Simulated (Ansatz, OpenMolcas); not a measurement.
# How methods differ on AlNH3OF (SMILES [NH2][Al]([OH])[F])

AlNH3OF has 7 atoms, charge 0, and is taken as a singlet. As SMILES, `[NH2][Al]([OH])[F]`. The coordinates come from a PBE0-D4/def2-TZVP relaxation. This is one conformer, not always the lowest.

```csv
atom,x (Å),y (Å),z (Å)
N,-0.5698,0.9268,-0.5308
Al,-0.1333,-0.6300,0.1518
O,1.3684,-1.0042,0.8190
F,-1.2656,-1.8221,0.1465
H,-1.4732,1.1302,-0.9251
H,0.0296,1.7323,-0.5867
H,2.1052,-0.4010,0.8795
```

Quantity: the energy change with the Al2–F4 bond stretched from 1.644 to 2.137 Å, in eV. The values are calculated.

```tsv
level	kind	program	value (eV)	less CCSD(T)/cc-pVDZ	CPU time (all runs)
PBE/cc-pVDZ (restricted)	GGA	OpenMolcas	1.32	-0.15	57 s
PBE0/cc-pVDZ (restricted)	global hybrid	Ansatz	1.50	+0.03	11 s
HSE06/cc-pVDZ (restricted)	range-separated hybrid	Ansatz	1.50	+0.03	12 s
wB97M-V/cc-pVDZ (restricted)	range-separated hybrid	Ansatz	1.52	+0.05	2 min
PBE-QIDH/cc-pVDZ (restricted)	double hybrid	Ansatz	1.57	+0.10	16 s
RPA@PBE/cc-pVDZ (restricted)	RPA	Ansatz	1.37	-0.10	17 s
RPA@PBE0/cc-pVDZ (restricted)	RPA	Ansatz	1.44	-0.03	18 s
CCSD(T)/cc-pVDZ (restricted)	coupled cluster or CI	OpenMolcas	1.47	0.00	84 s
```

Differences are taken from CCSD(T)/cc-pVDZ (restricted) for orientation; it has basis-set and higher-order errors of its own. The first shape isn't each level's own minimum. The values span 1.32 to 1.57 eV. Times are those of the runs behind each value, whatever else they computed, on shared processors of several kinds: orders of magnitude only.

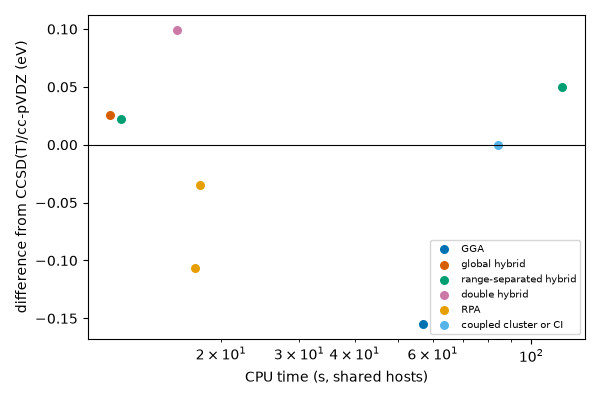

Difference from CCSD(T)/cc-pVDZ against processor time, one point a level.
